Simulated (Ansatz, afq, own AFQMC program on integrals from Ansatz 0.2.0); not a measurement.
# BSiH3 (triplet): quantum Monte Carlo beside coupled cluster at twist about Si1–B2 = 120.0°, cc-pVDZ

How near does AFQMC come to the top of the ladder for BSiH3 (triplet)?

Program: Ansatz 0.2.0, Gaussian basis, and an in-house AFQMC program (afq) on its integrals; all values are calculated. Level of theory: cc-pVDZ, frozen cores. These are calculated values, not measurements.

Plan: PBE (unrestricted); r2SCAN (unrestricted); PBE0 (unrestricted); B3LYP (unrestricted); wB97M-V (unrestricted); B2PLYP (unrestricted); CCSD(T) on UHF; CCSDT(Q) on UHF; Phaseless AFQMC, CISD trial on UHF.

## (1) What is computed

The geometry derives from a PBE0/def2-TZVP stationary point (not a proven minimum). One half is turned about the bond named; the halves are rigid.

5 atoms, charge 0, spin multiplicity 3.

Atoms are counted from 1 here; the program's logs count them from 0.

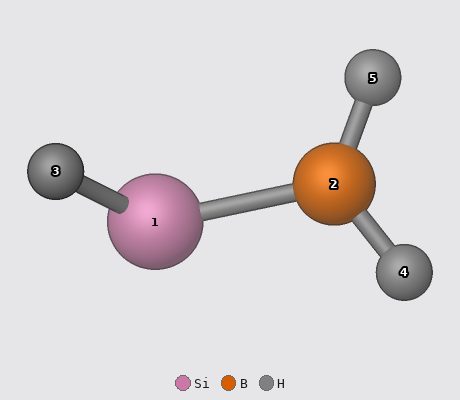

The geometry (silicon pink, boron orange, hydrogen grey); atoms are numbered from 1 in the order of the file.

## (2) PBE (unrestricted)

Input file in.yaml:

```yaml
crystal:
  periodic: [false, false, false]
  atoms:
    - {symbol: Si, position_ang: [-0.001020, -0.084167, 0.595981]}
    - {symbol: B, position_ang: [-0.001020, 0.091710, -1.332871]}
    - {symbol: H, position_ang: [-0.001020, 1.096764, 1.517850]}
    - {symbol: H, position_ang: [0.922687, -0.389950, -1.923502]}
    - {symbol: H, position_ang: [-0.882317, 0.654784, -1.904766]}
basis:
  gaussian: {orbitals: cc-pVDZ}
magnetization: {spin_polarized: true, initial_magnetization: 2}
hamiltonian: {xc: {name: PBE}}
output: {orbitals: {seedname: orbitals}}
```

The run is started by

```
$ ansatz run in.yaml --threads 1 --pin off --events-out ev --progress --plain --max-ram 1382MiB
```

The program printed:

```text
Functional definition: PBE
  name "PBE"
  cite "Perdew, Burke & Ernzerhof, Phys. Rev. Lett. 77, 3865 (1996) doi:10.1103/PhysRevLett.77.3865"
  parent pbe
  parameter kappa = 0.804
  parameter beta = 0.06672455060314922
  exchange = pbe_x(kappa = kappa, mu = beta*pi^2/3)
  correlation = pbe_c(beta = beta)
566 factors; their error is unknown
mean field evaluation 1: about -8588.4678 eV, gradient 2.3e1 eV
mean field evaluation 2: about -8560.7179 eV, gradient 5.3e1 eV
mean field evaluation 4: about -8593.5060 eV, gradient 3.5e0 eV
mean field evaluation 8: about -8593.6189 eV, gradient 7.6e-2 eV
mean field evaluation 16: about -8593.6190 eV, gradient 4.8e-5 eV
mean field -8593.61896530 eV, -315.8096720107 hartree, gradient 4.8e-5 eV, S^2 2.005473; 1 other end points of the search recorded, 0 dependent functions left out
reference -8593.61899777 eV, -315.8096732040 hartree; 12, 10 occupied and 35, 37 virtual orbitals, 566 factors
Total energy: -8593.61899777 eV, -315.8096732040 hartree
```

It took 0.9 s on 1 thread of Arm Neoverse V2, shared host.

From the report: ⟨S²⟩ of the determinant 2.005 (pure triplet: 2.00).

## (3) r2SCAN (unrestricted)

Changes to in.yaml since step 2:

```diff
@@ -11,3 +11,2 @@
 magnetization: {spin_polarized: true, initial_magnetization: 2}
-hamiltonian: {xc: {name: PBE}}
-output: {orbitals: {seedname: orbitals}}
+hamiltonian: {xc: {name: r2SCAN}}
```

Same command.

The program printed:

```text
Functional definition: r2SCAN
  name "r2SCAN"
  cite "Furness, Kaplan, Ning, Perdew & Sun, J. Phys. Chem. Lett. 11, 8208 (2020) doi:10.1021/acs.jpclett.0c02405"
  cite "Furness, Kaplan, Ning, Perdew & Sun, J. Phys. Chem. Lett. 11, 9248 (2020) doi:10.1021/acs.jpclett.0c03077"
  parent r2scan
  parameter k0 = 0.174
  parameter k1 = 0.065
  parameter a1 = 4.9479
  exchange = r2scan_x(k0 = k0, k1 = k1, a1 = a1)
  correlation = r2scan_c
566 factors; their error is unknown
mean field evaluation 1: about -8593.7704 eV, gradient 2.1e1 eV
mean field evaluation 2: about -8580.5048 eV, gradient 4.1e1 eV
mean field evaluation 4: about -8597.7801 eV, gradient 2.5e0 eV
mean field evaluation 8: about -8597.8324 eV, gradient 8.9e-2 eV
mean field evaluation 16: about -8597.8325 eV, gradient 5.1e-5 eV
mean field -8597.83252035 eV, -315.9645173026 hartree, gradient 5.1e-5 eV, S^2 2.013007; 0 other end points of the search recorded, 0 dependent functions left out
reference -8597.83253074 eV, -315.9645176844 hartree; 12, 10 occupied and 35, 37 virtual orbitals, 566 factors
Total energy: -8597.83253074 eV, -315.9645176844 hartree
```

Run time: 2.1 s. Hardware: 1 thread of Arm Neoverse V2, shared host.

From the report: ⟨S²⟩ of the determinant 2.013 (pure triplet: 2.00).

## (4) PBE0 (unrestricted)

Changes to in.yaml since step 3:

```diff
@@ -11,2 +11,3 @@
 magnetization: {spin_polarized: true, initial_magnetization: 2}
-hamiltonian: {xc: {name: r2SCAN}}
+hamiltonian: {xc: {name: PBE0}}
+output: {orbitals: {seedname: orbitals}}
```

Launched as before.

The program printed:

```text
Functional definition: PBE0
  name "PBE0"
  cite "Adamo & Barone, J. Chem. Phys. 110, 6158 (1999) doi:10.1063/1.478522"
  cite "Perdew, Burke & Ernzerhof, Phys. Rev. Lett. 77, 3865 (1996) doi:10.1103/PhysRevLett.77.3865"
  parent pbe
  parameter a = 0.25
  parameter kappa = 0.804
  parameter beta = 0.06672455060314922
  exchange = (1 - a)*pbe_x(kappa = kappa, mu = beta*pi^2/3) + a*exact_x
  correlation = pbe_c(beta = beta)
444 factors; integrals over basis functions are off by at most 1.4e-3 eV
mean field evaluation 1: about -8591.7492 eV, gradient 1.7e1 eV
mean field evaluation 2: about -8589.5428 eV, gradient 2.3e1 eV
mean field evaluation 4: about -8594.5937 eV, gradient 9.8e-1 eV
mean field evaluation 8: about -8594.6910 eV, gradient 4.3e-2 eV
mean field evaluation 16: about -8594.6911 eV, gradient 1.2e-4 eV
mean field -8594.69107039 eV, -315.8490711461 hartree, gradient 5.1e-5 eV, S^2 2.008331; 0 other end points of the search recorded, 0 dependent functions left out
reference -8594.69109465 eV, -315.8490720376 hartree; 12, 10 occupied and 35, 37 virtual orbitals, 444 factors
Total energy: -8594.69109465 eV, -315.8490720376 hartree
```

Run time: 1.2 s. Hardware: 1 thread of Arm Neoverse V2, shared host.

From the report: ⟨S²⟩ of the determinant 2.008 (pure triplet: 2.00).

## (5) B3LYP (unrestricted)

Changes to in.yaml since step 4:

```diff
@@ -11,3 +11,2 @@
 magnetization: {spin_polarized: true, initial_magnetization: 2}
-hamiltonian: {xc: {name: PBE0}}
-output: {orbitals: {seedname: orbitals}}
+hamiltonian: {xc: {name: B3LYP}}
```

Same command.

The program printed:

```text
Functional definition: B3LYP
  name "B3LYP"
  cite "Stephens, Devlin, Chabalowski & Frisch, J. Phys. Chem. 98, 11623 (1994) doi:10.1021/j100096a001"
  cite "Becke, Phys. Rev. A 38, 3098 (1988) doi:10.1103/PhysRevA.38.3098"
  cite "Lee, Yang & Parr, Phys. Rev. B 37, 785 (1988) doi:10.1103/PhysRevB.37.785"
  cite "Vosko, Wilk & Nusair, Can. J. Phys. 58, 1200 (1980) doi:10.1139/p80-159"
  parameter a0 = 0.2
  parameter ax = 0.72
  parameter ac = 0.81
  exchange = (1 - a0 - ax)*slater_x + ax*b88_x + a0*exact_x
  correlation = (1 - ac)*vwn_rpa_c + ac*lyp_c
444 factors; integrals over basis functions are off by at most 1.4e-3 eV
mean field evaluation 1: about -8596.1464 eV, gradient 1.9e1 eV
mean field evaluation 2: about -8591.2234 eV, gradient 3.0e1 eV
mean field evaluation 4: about -8599.6461 eV, gradient 1.4e0 eV
mean field evaluation 8: about -8599.7360 eV, gradient 3.7e-2 eV
mean field evaluation 16: about -8599.7361 eV, gradient 6.6e-5 eV
mean field -8599.73608840 eV, -316.0344721383 hartree, gradient 6.6e-5 eV, S^2 2.005339; 0 other end points of the search recorded, 0 dependent functions left out
reference -8599.73630128 eV, -316.0344799614 hartree; 12, 10 occupied and 35, 37 virtual orbitals, 444 factors
Total energy: -8599.73630128 eV, -316.0344799614 hartree
```

Run time: 1.1 s. Hardware: 1 thread of Arm Neoverse V2, shared host.

From the report: ⟨S²⟩ of the determinant 2.005 (pure triplet: 2.00).

## (6) wB97M-V (unrestricted)

Changes to in.yaml since step 5:

```diff
@@ -11,2 +11,3 @@
 magnetization: {spin_polarized: true, initial_magnetization: 2}
-hamiltonian: {xc: {name: B3LYP}}
+hamiltonian: {xc: {name: wB97M-V}}
+output: {orbitals: {seedname: orbitals}}
```

Same command.

The program printed:

```text
Functional definition: wB97M-V
  name "wB97M-V"
  cite "Mardirossian & Head-Gordon, J. Chem. Phys. 144, 214110 (2016) doi:10.1063/1.4952647"
  cite "Becke, J. Chem. Phys. 107, 8554 (1997) doi:10.1063/1.475007"
  cite "Vydrov & Van Voorhis, J. Chem. Phys. 133, 244103 (2010) doi:10.1063/1.3521275"
  # Of w^i u^j: cxij and so on, Table III.
  parameter omega = 0.3/bohr
  parameter cx = 0.15
  parameter cx01 = 1.007
  parameter cx10 = 0.259
  parameter css00 = 0.443
  parameter css04 = -1.437
  parameter css10 = -4.535
  parameter css20 = -3.390
  parameter css43 = 4.278
  parameter cos00 = 1.000
  parameter cos10 = 1.358
  parameter cos20 = 2.924
  parameter cos21 = -8.812
  parameter cos60 = -1.390
  parameter cos61 = 9.142
  parameter b = 6.0
  parameter c = 0.01
  gx(w, u) = 1 - cx + cx01*u + cx10*w
  gss(w, u) = css00 + css04*u^4 + css10*w + css20*w^2 + css43*w^4*u^3
  gos(w, u) = cos00 + cos10*w + (cos20 + cos21*u)*w^2 + (cos60 + cos61*u)*w^6
  exchange = spin_sum(e_x_unif_sr(omega)*gx(b97_w, b97_u_x)) + cx*exact_x_sr(omega) + exact_x_lr(omega)
  correlation = spin_sum(e_c_pw_mod_same_spin*gss(b97_w, b97_u_same))
      + integral(e_c_pw_mod_opposite_spin*gos(b97_w_opposite, b97_u_opposite)) + vv10(b, c)
444 factors; integrals over basis functions are off by at most 1.4e-3 eV
169 factors; integrals over basis functions are off by at most 1.2e-5 eV
mean field evaluation 1: about -8596.4569 eV, gradient 1.0e1 eV
mean field evaluation 2: about -8597.1320 eV, gradient 6.7e0 eV
mean field evaluation 4: about -8597.5156 eV, gradient 5.1e-1 eV
mean field evaluation 8: about -8597.5839 eV, gradient 1.8e-1 eV
mean field evaluation 16: about -8597.5872 eV, gradient 8.9e-4 eV
mean field -8597.58716927 eV, -315.9555008167 hartree, gradient 5.5e-5 eV, S^2 2.003527; 0 other end points of the search recorded, 0 dependent functions left out
reference -8597.58720372 eV, -315.9555020830 hartree; 12, 10 occupied and 35, 37 virtual orbitals, 444 factors
Total energy: -8597.58720372 eV, -315.9555020830 hartree
```

Wall time 6 s (1 thread of Arm Neoverse V2, shared host).

From the report: ⟨S²⟩ of the determinant 2.004 (pure triplet: 2.00).

## (7) B2PLYP (unrestricted)

Changes to in.yaml since step 6:

```diff
@@ -11,3 +11,3 @@
 magnetization: {spin_polarized: true, initial_magnetization: 2}
-hamiltonian: {xc: {name: wB97M-V}}
-output: {orbitals: {seedname: orbitals}}
+hamiltonian: {xc: {name: B2PLYP}}
+correlation: {electrons: outside_noble_gas}
```

Launched as before.

The program printed:

```text
Functional definition: B2PLYP
  name "B2PLYP"
  cite "Grimme, J. Chem. Phys. 124, 034108 (2006) doi:10.1063/1.2148954"
  cite "Becke, Phys. Rev. A 38, 3098 (1988) doi:10.1103/PhysRevA.38.3098"
  cite "Lee, Yang & Parr, Phys. Rev. B 37, 785 (1988) doi:10.1103/PhysRevB.37.785"
  parameter a = 0.53
  parameter c = 0.27
  exchange = (1 - a)*b88_x + a*exact_x
  correlation = (1 - c)*lyp_c + c*(mp2_os + mp2_ss)
444 factors; integrals over basis functions are off by at most 1.4e-3 eV
mean field evaluation 1: about -8591.3538 eV, gradient 1.3e1 eV
mean field evaluation 2: about -8591.3894 eV, gradient 1.3e1 eV
mean field evaluation 4: about -8593.0086 eV, gradient 1.2e0 eV
mean field evaluation 8: about -8593.1121 eV, gradient 1.4e-1 eV
mean field evaluation 16: about -8593.1134 eV, gradient 5.7e-4 eV
mean field -8593.11338041 eV, -315.7910921086 hartree, gradient 4.2e-6 eV, S^2 2.011200; 0 other end points of the search recorded, 0 dependent functions left out
6 core orbitals not correlated: weight in the atoms' cores, before any rotation towards them, 1.000 or more for the frozen orbitals, at most 0.000 for the correlated occupied ones
reference -8593.11351515 eV, -315.7910970602 hartree; 6, 4 occupied and 35, 37 virtual orbitals, 444 factors
second order -5.22043127 eV of doubles, -0.00000000 eV of singles
Total energy: -8594.52303159 eV, -315.8428958341 hartree
```

Run time: 1.4 s. Hardware: 1 thread of Arm Neoverse V2, shared host.

From the report: ⟨S²⟩ of the determinant 2.011 (pure triplet: 2.00).

## (8) CCSD(T) on UHF

Changes to in.yaml since step 7:

```diff
@@ -11,3 +11,2 @@
 magnetization: {spin_polarized: true, initial_magnetization: 2}
-hamiltonian: {xc: {name: B2PLYP}}
-correlation: {electrons: outside_noble_gas}
+correlation: {method: ccsd_t, electrons: outside_noble_gas, hamiltonian_folder: ham}
```

Same command.

The program printed:

```text
Functional definition: HF
  name "HF"
  cite "Fock, Z. Phys. 61, 126 (1930) doi:10.1007/BF01340294"
  parent pbe
  exchange = exact_x
  correlation = 0
444 factors; integrals over basis functions are off by at most 1.4e-3 eV
mean field evaluation 1: about -8577.0061 eV, gradient 9.8e0 eV
mean field evaluation 2: about -8577.0456 eV, gradient 9.9e0 eV
mean field evaluation 4: about -8578.3967 eV, gradient 1.7e0 eV
mean field evaluation 8: about -8578.5966 eV, gradient 2.9e-1 eV
mean field evaluation 16: about -8578.1190 eV, gradient 3.7e0 eV
mean field evaluation 32: about -8576.2737 eV, gradient 7.4e-1 eV
mean field evaluation 64: about -8576.2754 eV, gradient 3.9e-3 eV
mean field -8578.60192300 eV, -315.2578058851 hartree, gradient 2.3e-6 eV, S^2 2.024042; 1 other end points of the search recorded, 0 dependent functions left out
determinant -8578.60192300 eV, -315.2578058851 hartree, with singles and doubles -8583.68534066 eV, -315.4446180382 hartree
determinant -8576.27539930 eV, -315.1723077162 hartree, with singles and doubles -8581.63707095 eV, -315.3693455149 hartree
6 core orbitals not correlated: weight in the atoms' cores, before any rotation towards them, 1.000 or more for the frozen orbitals, at most 0.000 for the correlated occupied ones
reference -8578.60192300 eV, -315.2578058851 hartree; 6, 4 occupied and 35, 37 virtual orbitals, 444 factors
second order -4.04716047 eV of doubles, -0.00000000 eV of singles
cycle   1  -5.08372939 eV  change   -3.1e-4 eV  update   2.4e-3
cycle   2  -5.08446453 eV  change   -7.4e-4 eV  update   1.8e-3
cycle   3  -5.08468215 eV  change   -2.2e-4 eV  update   1.0e-3
cycle   4  -5.08459983 eV  change    8.2e-5 eV  update   5.2e-4
cycle   5  -5.08515849 eV  change   -5.6e-4 eV  update   1.7e-4
cycle   6  -5.08541443 eV  change   -2.6e-4 eV  update   7.0e-5
cycle   7  -5.08543981 eV  change   -2.5e-5 eV  update   3.0e-5
cycle   8  -5.08541206 eV  change    2.8e-5 eV  update   1.5e-5
cycle   9  -5.08540378 eV  change    8.3e-6 eV  update   7.4e-6
perturbative correction -0.13792974 eV, -0.0050688246 hartree
Total energy: -8583.82525652 eV, -315.4497598514 hartree
```

Run time: 1.3 s. Hardware: 1 thread of Arm Neoverse V2, shared host.

From the report: ⟨S²⟩ of the determinant 2.024 (pure triplet: 2.00); correlation -5.2233 eV; T1 0.030; largest double amplitude 0.03.

This run also writes the integrals to the folder ham.

## (9) CCSDT(Q) on UHF

Changes to in.yaml since step 8:

```diff
@@ -11,2 +11,2 @@
 magnetization: {spin_polarized: true, initial_magnetization: 2}
-correlation: {method: ccsd_t, electrons: outside_noble_gas, hamiltonian_folder: ham}
+correlation: {method: ccsdt_q, electrons: outside_noble_gas}
```

Launched as before.

The program printed:

```text
Functional definition: HF
  name "HF"
  cite "Fock, Z. Phys. 61, 126 (1930) doi:10.1007/BF01340294"
  parent pbe
  exchange = exact_x
  correlation = 0
883 factors; integrals over basis functions are off by at most 2.1e-7 eV
mean field evaluation 1: about -8577.0113 eV, gradient 9.9e0 eV
mean field evaluation 2: about -8577.0455 eV, gradient 9.9e0 eV
mean field evaluation 4: about -8578.3965 eV, gradient 1.7e0 eV
mean field evaluation 8: about -8578.5967 eV, gradient 2.8e-1 eV
mean field evaluation 16: about -8578.1248 eV, gradient 3.7e0 eV
mean field evaluation 32: about -8576.2736 eV, gradient 7.3e-1 eV
mean field evaluation 64: about -8576.2754 eV, gradient 3.8e-3 eV
mean field -8578.60194426 eV, -315.2578066662 hartree, gradient 2.2e-6 eV, S^2 2.024042; 1 other end points of the search recorded, 0 dependent functions left out
determinant -8578.60194426 eV, -315.2578066662 hartree, with singles and doubles -8583.68534345 eV, -315.4446181409 hartree
determinant -8576.27542235 eV, -315.1723085629 hartree, with singles and doubles -8581.63708080 eV, -315.3693458769 hartree
6 core orbitals not correlated: weight in the atoms' cores, before any rotation towards them, 1.000 or more for the frozen orbitals, at most 0.000 for the correlated occupied ones
reference -8578.60194426 eV, -315.2578066662 hartree; 6, 4 occupied and 35, 37 virtual orbitals, 883 factors
second order -4.04717839 eV of doubles, -0.00000000 eV of singles
cycle   1  -4.77217804 eV  change   -7.2e-1 eV  update   7.6e-2
cycle   2  -5.17845458 eV  change   -4.1e-1 eV  update   3.6e-2
cycle   3  -5.23482468 eV  change   -5.6e-2 eV  update   2.0e-2
cycle   4  -5.24896408 eV  change   -1.4e-2 eV  update   1.4e-2
cycle   5  -5.25460695 eV  change   -5.6e-3 eV  update   7.7e-3
cycle   6  -5.25739808 eV  change   -2.8e-3 eV  update   4.8e-3
cycle   7  -5.25820514 eV  change   -8.1e-4 eV  update   2.2e-3
cycle   8  -5.26000177 eV  change   -1.8e-3 eV  update   1.1e-3
cycle   9  -5.26012826 eV  change   -1.3e-4 eV  update   5.8e-4
cycle  10  -5.25945797 eV  change    6.7e-4 eV  update   3.3e-4
cycle  11  -5.25953976 eV  change   -8.2e-5 eV  update   1.9e-4
cycle  12  -5.25972859 eV  change   -1.9e-4 eV  update   1.1e-4
cycle  13  -5.25979981 eV  change   -7.1e-5 eV  update   5.8e-5
cycle  14  -5.25980379 eV  change   -4.0e-6 eV  update   3.3e-5
cycle  15  -5.25975900 eV  change    4.5e-5 eV  update   1.8e-5
cycle  16  -5.25974899 eV  change    1.0e-5 eV  update   9.3e-6
cycle  17  -5.25974916 eV  change   -1.7e-7 eV  update   5.8e-6
cycle  18  -5.25975174 eV  change   -2.6e-6 eV  update   3.0e-6
cycle  19  -5.25975418 eV  change   -2.4e-6 eV  update   1.6e-6
cycle  20  -5.25975399 eV  change    2.0e-7 eV  update   7.7e-7
perturbative correction -0.00640894 eV, -0.0002355242 hartree
Total energy: -8583.86810718 eV, -315.4513345842 hartree
```

Run time: 34 s. Hardware: 1 thread of Arm Neoverse V2, shared host; peak memory 0.39 GiB.

From the report: ⟨S²⟩ of the determinant 2.024 (pure triplet: 2.00); correlation -5.2662 eV; T1 0.034; largest double amplitude 0.03.

## (10) Phaseless AFQMC, CISD trial on UHF

It reads the integrals that the CCSD(T) run on this determinant wrote.

The run is started by

```
$ afq ham --method phaseless --trial cisd --walkers 60 --populations 1 --least-time 40 --time-step 0.005 --steps-per-block 50 --equilibration-blocks 40 --max-blocks 300 --target-error 0.00076 --factor-cut 1e-05 --start spin_pure --seed 1082 --release-times 0.24,0.51,0.99,1.62,2.4 --release-step 0.03 --release-every 4 --taylor-order 6
```

The program printed:

```text
orbitals 41  electrons 6 4  factors 319 of 444
reference energy -315.25780589 Eh
CCSD correlation -0.18688490 Eh in 14 cycles, weight of the determinant in the CISD state 0.8776
energy of the start -315.444076 Eh
 block  time / (1/Eh)  mean weight  energy / Eh
     1     0.250  0.9997  -315.441860
     2     0.500  1.0025  -315.443559
     3     0.750  0.9991  -315.444880
     4     1.000  1.0003  -315.446314
     5     1.250  0.9987  -315.446053
     6     1.500  0.9998  -315.446849
     7     1.750  1.0000  -315.449823
     8     2.000  0.9995  -315.449643
     9     2.250  0.9999  -315.447341
    10     2.500  0.9994  -315.446462
    11     2.750  1.0004  -315.447437
    16     4.000  1.0006  -315.449553
    21     5.250  1.0010  -315.453675
    26     6.500  0.9978  -315.455563
    31     7.750  1.0015  -315.449279
    36     9.000  0.9996  -315.449877
    41    10.250  1.0007  -315.449564
    46    11.500  0.9996  -315.450774
    51    12.750  1.0010  -315.452895
    56    14.000  1.0001  -315.454566
    61    15.250  0.9989  -315.449466
    66    16.500  1.0013  -315.450606
    71    17.750  0.9992  -315.449849
    76    19.000  1.0001  -315.449518
    81    20.250  0.9995  -315.449925
    86    21.500  1.0018  -315.451397
    91    22.750  0.9985  -315.452440
    96    24.000  0.9998  -315.453410
   101    25.250  0.9988  -315.455973
   106    26.500  0.9986  -315.452882
   111    27.750  1.0005  -315.454498
   116    29.000  0.9995  -315.445134
   121    30.250  0.9996  -315.451129
   126    31.500  0.9991  -315.449690
   131    32.750  1.0015  -315.462911
   136    34.000  0.9998  -315.451796
   141    35.250  0.9974  -315.450108
   146    36.500  0.9989  -315.453210
   151    37.750  1.0003  -315.450180
   156    39.000  0.9991  -315.450021
   161    40.250  0.9997  -315.450410
   166    41.500  1.0009  -315.450781
   171    42.750  0.9976  -315.452896
   176    44.000  1.0005  -315.451650
   181    45.250  1.0003  -315.457835
   186    46.500  0.9989  -315.458121
   191    47.750  1.0004  -315.446865
   196    49.000  1.0003  -315.449736
blocks merged  error / Eh  count
     1  0.000227  160
     2  0.000276  80
     4  0.000325  40
     8  0.000376  20
    16  0.000387  10
released: time / (1/Eh)  energy / Eh  error  mean overlap
  0.24  -315.451390  0.000430  0.9900
  0.51  -315.451122  0.000390  1.0012
  0.99  -315.451575  0.000450  0.9844
  1.62  -315.451251  0.000429  0.9963
  2.40  -315.452245  0.000671  0.9509
energy -315.451526 +/- 0.000376 Eh
```

Run time: 4.3 min. Hardware: 1 thread of Arm Neoverse V2, shared host.

Energy -8583.8733 ± 0.0102 eV. Caveats: constraint bias not in the error.

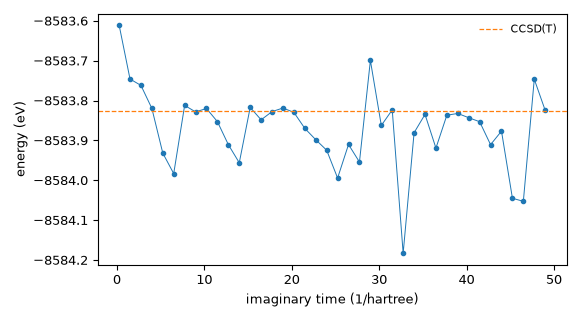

Block energies along the walk.

## (11) All levels side by side

On the UHF determinant, counted from CCSDT(Q) (a yardstick, not exact):

| level | energy (eV) | from CCSDT(Q) (kJ/mol) | statistical error (kJ/mol) | time |
| --- | --- | --- | --- | --- |
| HF | -8578.6019 | +508.1 |  |  |
| MP2 | -8582.6491 | +117.6 |  |  |
| CCSD | -8583.6873 | +17.4 |  |  |
| CCSD(T) | -8583.8253 | +4.1 |  |  |
| CCSDT(Q) | -8583.8681 | 0.0 |  |  |
| Phaseless AFQMC, CISD trial, step 0.005, 60 walkers | -8583.8733 | -0.5 | 1.0 | 4.3 min |

The functionals' totals stand on their own zeros and serve differences with other points: PBE -8593.619 eV; r2SCAN -8597.833 eV; PBE0 -8594.691 eV; B3LYP -8599.736 eV; wB97M-V -8597.587 eV; B2PLYP -8594.523 eV.

## (12) Summary of results

| quantity | value |
| --- | --- |
| CCSD(T) on UHF from CCSDT(Q) | +4.1 kJ/mol |
| Phaseless AFQMC, CISD trial on UHF from CCSDT(Q) | -0.5 ± 1.0 kJ/mol |

What this shows: On UHF the phaseless walk with the CISD trial lies -0.5 kJ/mol from CCSDT(Q), within three error bars. Error bars are statistical and leave out the constraint, the time step and what remains of the start.
